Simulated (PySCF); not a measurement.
# SnSe (SMILES [Se][Sn]) at PBE/def2-TZVP (core potential)

Aim: the energy change on altering one bond length of SnSe at PBE/def2-TZVP (core potential), from 2 runs. 

The results are computed with PySCF 2.14.0.

1 further run of the same task is left out (set aside as unsound or not needed).

## 1. Starting point

SnSe has 2 atoms, charge 0, and is taken as a singlet. As SMILES, `[Se][Sn]`. Geometry: relaxed at PBE0-D4/def2-TZVP.

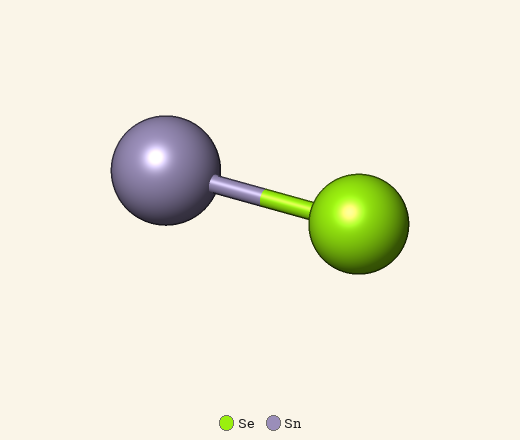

The structure, seen from a chosen angle (selenium green, tin purple).

## 2. A single-point energy at PBE/def2-TZVP (core potential)

Input file input.py:

```python
from pyscf import gto, dft

molecule = gto.Mole()
molecule.atom = [
    ('Se', (0.000000, -0.000000, 0.006530)),
    ('Sn', (-0.000000, 0.000000, 2.331810)),
]
molecule.max_memory = 1860
molecule.spin = 0
molecule.ecp = {'Sn': 'def2-svp'}
molecule.verbose = 3
molecule.basis = 'def2-tzvp'
molecule.build()

mf = dft.RKS(molecule)
mf.xc = 'pbe'
mf.conv_tol = 1e-10
mf.grids.level = 5
mf.kernel()
if not mf.converged:
    mf = mf.newton().run(mf.mo_coeff, mf.mo_occ)

energy = mf.e_tot
print(f'total energy: {energy:.8f} hartree')
```

Launch:

```
OMP_NUM_THREADS=1 python input.py
```

Output:

```text
converged SCF energy = -2615.55525018544
total energy: -2615.55525019 hartree
```

Run time: 10 s. Hardware: 1 thread of Arm Neoverse V2, shared host; peak memory 0.47 GiB.

## 3. The distorted shape

Input file input.py:

```python
from pyscf import gto, dft

molecule = gto.Mole()
molecule.atom = '''
Se     0.000000     0.000000    -0.646834
Sn     0.000000     0.000000     4.406482
'''
molecule.unit = 'bohr'
molecule.charge = 0
molecule.basis = 'def2-tzvp'
molecule.verbose = 3
molecule.ecp = {'Sn': 'def2-svp'}
molecule.max_memory = 1860
molecule.build()

mf = dft.RKS(molecule)
mf.xc = 'pbe'
mf.conv_tol = 1e-10
mf.grids.level = 5
mf.kernel()
if not mf.converged:
    mf = mf.newton().run(mf.mo_coeff, mf.mo_occ)

e_tot = mf.e_tot
print('Final energy', e_tot)
```

Launch:

```
OMP_NUM_THREADS=1 python input.py
```

Output:

```text
converged SCF energy = -2615.53343400956
Final energy -2615.533434009557
```

Run time: 11 s. Hardware: 1 thread of Arm Neoverse V2, shared host; peak memory 0.47 GiB.

## 4. Summary of results

At PBE/def2-TZVP (core potential):

| quantity | value |
| --- | --- |
| first shape: total energy | -2615.55525 Eh |
| first shape: dipole moment | 2.79 D |
| first shape: HOMO energy | -6.14 eV |
| first shape: LUMO energy | -3.18 eV |
| first shape: HOMO–LUMO gap | 2.96 eV |
| distorted shape: total energy | -2615.53343 Eh |
| distorted shape: dipole moment | 4.03 D |
| distorted shape: HOMO energy | -5.59 eV |
| distorted shape: LUMO energy | -3.70 eV |
| distorted shape: HOMO–LUMO gap | 1.89 eV |
| energy change with the Se1–Sn2 bond stretched from 2.325 to 2.674 Å | 0.594 eV |

**Reading.** With the Se1–Sn2 bond stretched from 2.325 to 2.674 Å the energy rises by 0.59 eV (57.3 kJ/mol). The first shape isn't relaxed at this level, so the change isn't measured from a minimum.
